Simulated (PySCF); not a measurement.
# CH4Si (SMILES C=[SiH2]): RPA@PBE/STO-3G

Aim: the vertical singlet–triplet gap of CH4Si at RPA@PBE/STO-3G, from 2 runs. The job is set up through a Python script.

The results are computed with PySCF 2.14.0.

### Step 1. The system as given

CH4Si has 6 atoms, charge 0, and is taken as a singlet. SMILES: `C=[SiH2]`. Geometry: a GFN2-xTB relaxation, a rough one for these elements and not checked as a minimum.

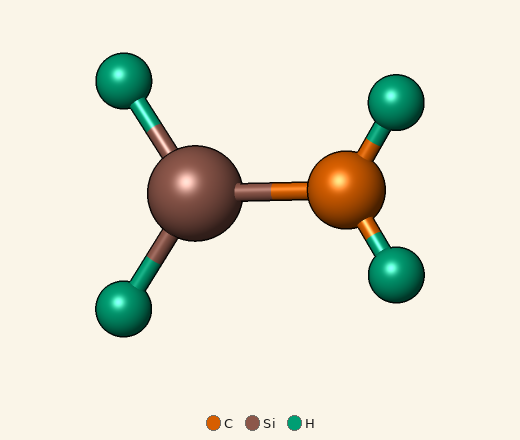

The structure, seen from a chosen angle (carbon orange, silicon brown, hydrogen teal).

### Step 2. A single-point energy at RPA@PBE/STO-3G

input.py

```python
from pyscf import gto, dft
from pyscf.gw.rpa import RPA

mol = gto.M(
    atom='''
C     -1.395922    -1.033983    -0.500966
Si     1.155133     0.853703     0.412452
H     -2.661698    -1.883320     0.846843
H     -1.819655    -1.432715    -2.450483
H      1.800871     1.447474     3.024979
H      2.921271     2.048841    -1.332824
''',
    unit='bohr',
    verbose=4,
    basis='sto-3g',
    max_memory=1860,
)

mf = dft.RKS(mol)
mf.xc = 'pbe'
mf.grids.level = 5
mf.conv_tol = 1e-10
mf.kernel()
if not mf.converged:
    mf = mf.newton().run(mf.mo_coeff, mf.mo_occ)

rpa = RPA(mf, frozen=6)
rpa.kernel()
e_exx = mf.to_hf().energy_tot(mf.make_rdm1())
energy = e_exx + rpa.e_corr
print(f'total energy: {energy:.8f} hartree')
```

On the command line:

```bash
$ OMP_NUM_THREADS=1 python input.py
```

Standard output:

```text
PySCF version 2.14.0

[... 77 lines left out ...]
converged SCF energy = -325.858228189863
[... 1 line left out ...]
******** <class 'pyscf.gw.rpa.RPA'> ********
method = RPA
nocc = 6  nmo = 12
frozen orbitals = 6
mem_avail = 1721.79  mem_blk = 0.00  auxlen = 166

******** <class 'pyscf.df.df.DF'> ********
auxbasis = auxmol.basis = {'H': 'def2-svp-ri', 'C': 'def2-svp-ri', 'Si': 'def2-svp-ri'}
Lowest orbital energy difference:  1.6498e-01
E(RPA) = -325.282778249502  E_corr = -0.226787510145325  E_hf = -325.055990739357
total energy: -325.43270249 hartree
```

Run time: 2.5 s. Hardware: 1 thread of Arm Neoverse V2, shared host; peak memory 0.19 GiB.

### Step 3. The triplet, same level

run.py

```python
from pyscf import gto, dft
from pyscf.gw.urpa import URPA

system = gto.M(
    atom=[
    ('C', (-0.738690, -0.547160, -0.265100)),
    ('Si', (0.611270, 0.451760, 0.218260)),
    ('H', (-1.408510, -0.996610, 0.448130)),
    ('H', (-0.962920, -0.758160, -1.296740)),
    ('H', (0.952980, 0.765970, 1.600750)),
    ('H', (1.545870, 1.084200, -0.705300)),
],
    charge=0,
    basis='sto-3g',
    spin=2,
    verbose=3,
    max_memory=1860,
)

mf = dft.UKS(system, xc='pbe')
mf.grids.level = 5
mf.conv_tol = 1e-10
mf.kernel()
if not mf.converged:
    mf = mf.newton().run(mf.mo_coeff, mf.mo_occ)

rpa = URPA(mf, frozen=6)
rpa.kernel()
e_exx = mf.to_hf().energy_tot(mf.make_rdm1())
energy = e_exx + rpa.e_corr
print('E(%s) = %.9f' % ('PBE', energy))
```

On the command line:

```bash
$ OMP_NUM_THREADS=1 python run.py
```

Standard output:

```text
WARN: HOMO -0.0138526380154093 >= LUMO -0.213366533349789

WARN: HOMO 0.0480755942955321 >= LUMO -0.0137928650379546

WARN: HOMO 0.0328976789864304 >= LUMO -0.0381541201596057

WARN: HOMO 0.0338513868939502 >= LUMO -0.0343231397918869

WARN: HOMO 0.0327367532279293 >= LUMO -0.0350458586337188

WARN: HOMO 0.0329444303155965 >= LUMO -0.034917327174083

WARN: HOMO 0.0329209894303412 >= LUMO -0.0349123121649282

WARN: HOMO 0.0329207070986262 >= LUMO -0.0349125405284605

WARN: HOMO 0.032920704644001 >= LUMO -0.0349125710862911

converged SCF energy = -325.742845869683  <S^2> = 2.0061189  2S+1 = 3.0040765
E(URPA) = -325.165420110907  E_corr = -0.153046131055543  E_hf = -325.012373979852
E(PBE) = -325.316264909
```

Wall time 3.3 s (1 thread of Arm Neoverse V2, shared host); peak memory 0.2 GiB.

### Step 4. Summary of results

At RPA@PBE/STO-3G, 6 core orbitals frozen:

| quantity | value |
| --- | --- |
| singlet: total energy | -325.43270 Eh |
| singlet: dipole moment (PBE Kohn–Sham density) | 0.72 D |
| singlet: HOMO energy (PBE Kohn–Sham orbitals) | -2.47 eV |
| singlet: LUMO energy (PBE Kohn–Sham orbitals) | 2.02 eV |
| singlet: HOMO–LUMO gap (PBE Kohn–Sham orbitals) | 4.49 eV |
| singlet: RPA correlation energy (valence) | -226.8 mEh |
| triplet: total energy | -325.31626 Eh |
| triplet: dipole moment (PBE Kohn–Sham density) | 0.37 D |
| triplet: HOMO energy (PBE Kohn–Sham orbitals) (highest over α and β) | 0.90 eV |
| triplet: RPA correlation energy (valence) | -153.0 mEh |
| triplet: ⟨S²⟩ | 2.006 |
| vertical energy of the triplet above the singlet | 3.168 eV |

What this shows: At this shape the triplet lies 3.17 eV (306 kJ/mol) above the singlet.
